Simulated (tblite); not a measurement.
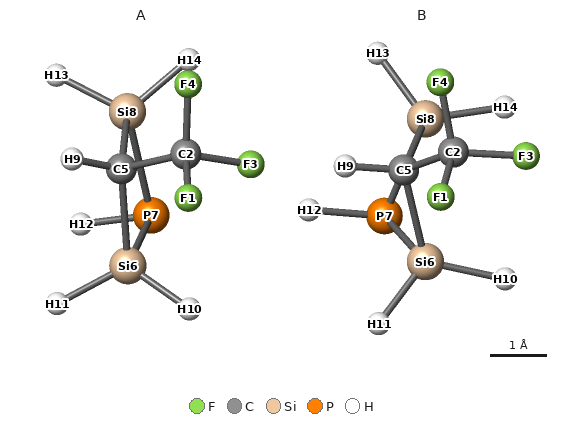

Two geometries of C₂H₆F₃PSi₂, drawn at one scale. One is the start of a relaxation, the other its converged end. A ball-and-stick model, seen from a free direction.

Level of theory: GFN2-xTB geometry optimisation, gas phase in tblite. 

Q: Which of the two is the end point?

A: Structure A is the relaxed one. The largest move after the best rigid fit is that of H12, 1.32 Å. Largest moves by element: H 1.32 Å, P 0.86 Å, F 0.53 Å, Si 0.34 Å, C 0.29 Å. Some distances before and after: Si6–P7 2.213 → 2.268 Å, C5–Si8 1.879 → 1.931 Å, C5–Si6 1.890 → 1.931 Å, P7–Si8 2.226 → 2.267 Å. Bond angles that change, for instance: P7–Si8–H13 110.5° → 117.2°, Si6–C5–Si8 91.3° → 97.7°, P7–Si6–H11 111.0° → 117.3°. Groups turn about C5–Si6 by about 40°, C5–Si8 by about 40°, Si6–P7 by about 35°. Over 73 geometry steps the energy falls by 9.38 kcal/mol.
